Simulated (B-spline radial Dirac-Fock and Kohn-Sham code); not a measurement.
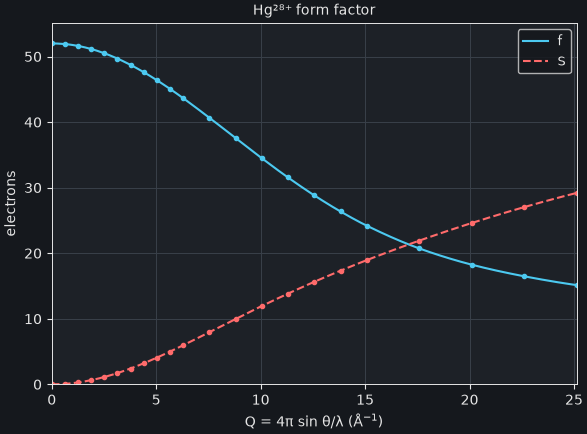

Figure. The X-ray form factor f and the incoherent scattering function S against Q. The figure is for the ion Hg²⁸⁺ ([Kr] 4d10 4f6). The calculation used the spherical Dirac–Fock density (average of configuration), S by Waller and Hartree (a B-spline radial atomic code).

f starts at 52, the number of electrons, falls to half near Q = 14.0 Å⁻¹, and is 43.7 at Q = 6.28 Å⁻¹ and 28.8 at Q = 12.6 Å⁻¹. S rises from 0 to 5.95 at Q = 6.28 Å⁻¹ and tends to 52. The initial fall is set by Σ⟨r²⟩ = 5.19 bohr².
